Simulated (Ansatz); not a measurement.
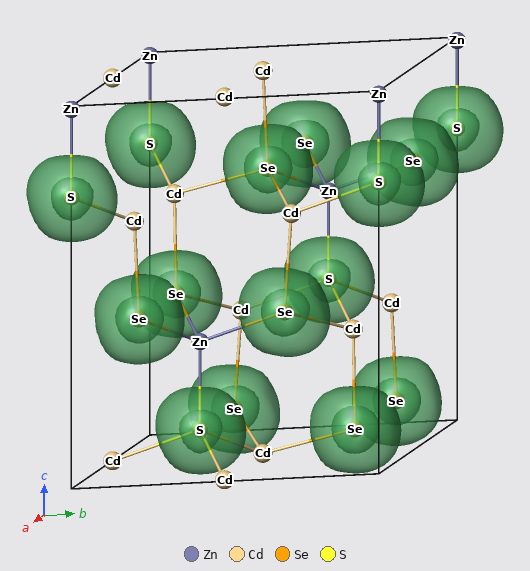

The picture shows: ZnCd3Se3S. Isosurface of the electron localisation function at 0.7 (green), seen slightly off an axis. Core shells and regions of very low density are left out. Sticks mark near contacts.

Space group R3m; a generated structure, not necessarily the stable one; changed on purpose from its base cell (volume × 0.88, shape and atoms relaxed); computed pressure about 8 GPa in this cell.

Method: DFT PBE, scalar-relativistic, plane waves, PAW (Ansatz).

Core electrons are frozen (PAW), and the valence fields are smoothed inside the atomic spheres.

Input file:

```
crystal:
  lattice:
    - [4.079579752, 2.355346468, 3.3119824455]
    - [-4.079579752, 2.355346468, 3.3119824455]
    - [0.0, -4.710692936, 3.3119824455]
  atoms:
    - { symbol: Zn, position: [0.991657601, 0.991657601, 0.991657601] }
    - { symbol: Cd, position: [0.5069000682, 0.9959828869, 0.5069000682] }
    - { symbol: Cd, position: [0.9959828869, 0.5069000682, 0.5069000682] }
    - { symbol: Cd, position: [0.5069000682, 0.5069000682, 0.9959828869] }
    - { symbol: Se, position: [0.2369009158, 0.763223165, 0.2369009158] }
    - { symbol: Se, position: [0.763223165, 0.2369009158, 0.2369009158] }
    - { symbol: Se, position: [0.2369009158, 0.2369009158, 0.763223165] }
    - { symbol: S, position: [0.7615543792, 0.7615543792, 0.7615543792] }
basis:
  ecutwfc: 420
kpoints:
  mp_grid: { grid: [6, 6, 6] }
hamiltonian:
  xc: pbe
scf:
  occupations: { method: gaussian, width: 0.02 }
output:
  forces: true
  stress: true
  eigenvalues: true
  write_density: true
  write_potential: true
  elf: true
  volumetric_format: npy
relax:
  adjacent_minimum: "off"
  f_tol: 0.01
  max_steps: 30
  cell: { stress_tol: 0.1, fix: [volume] }
```

Run with:

```sh
ansatz run input.yaml --threads 1 --pin off --max-ram 2560MiB --backend cpu --events-out ev --progress --plain --runs-dir out
```

Below, planes, directions and counts refer to the conventional cell (a = 8.16 Å, b = 8.16 Å, c = 9.93 Å, α = 90.00°, β = 90.00°, γ = 120.00°).

The fields are those of the relaxed geometry.

> Identify the bonds, lone pairs and shells in this picture.

The ELF exceeds this value in three regions wrapped around S (the valence shell of each) and nine regions wrapped around Se (the valence shell of each), counted in one cell of 24 atoms. Regions shared between cells count once. Profiles from the grid: Zn–S (2.29 Å): the ELF peaks at about 0.90 in the valence shell of S, 0.8 Å from its nucleus, and is about 0.55 at the midpoint. Zn–Se (2.39 Å): the ELF is about 0.60 at the midpoint.
